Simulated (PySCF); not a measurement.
Input

```
{"job": {"kind": "sp", "xc": "PBE0", "basis": "ma-def2-TZVP", "d3": "d3bj", "grid": 2}, "charge": -1, "multiplicity": 1}
B     -0.354477     0.000452    -0.022595
O      1.021866    -0.445920    -0.420628
H     -0.519587     1.243541    -0.213863
H     -1.196808    -0.622591    -0.707142
H     -0.586426    -0.224567     1.204087
H      1.643564     0.048546     0.115206
```

Launched as:

```sh
OMP_NUM_THREADS=1 python redox_run.py task.json out
```

Geometry: PBE0-D3(BJ)/ma-def2-SVP.

These are results of DFT single point, gas phase, functional PBE0 (PySCF 2.14.0, density-fitted response routines), not measurements.

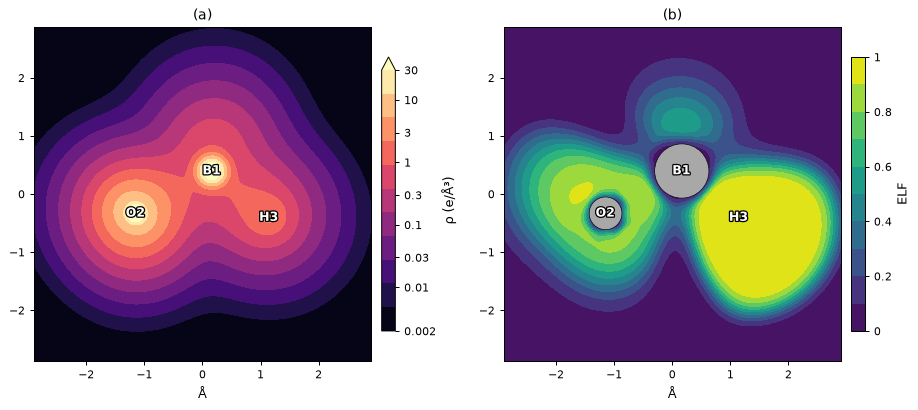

BH4O (SMILES [BH3-]O) (charge −1). (a) electron density; (b) ELF on the plane of atoms O2, B1 and H3. Grey discs cover the atomic cores in the ELF map.

Read the bonding off the picture.

Atoms in the plane: B, O and H.
B–O (1.50 Å): ρ at the midpoint is about 1.5 e/Å³; the ELF peaks at about 0.90 between the atoms, as expected for a shared but strongly polarised pair.
B–H (1.27 Å): ρ is about 1 e/Å³ halfway; the ELF climbs to about 1 towards the hydrogen, as it does in any bond to H: an ordinary covalent bond to hydrogen.
The ELF also peaks beside O2, away from the bonds: lone-pair regions.
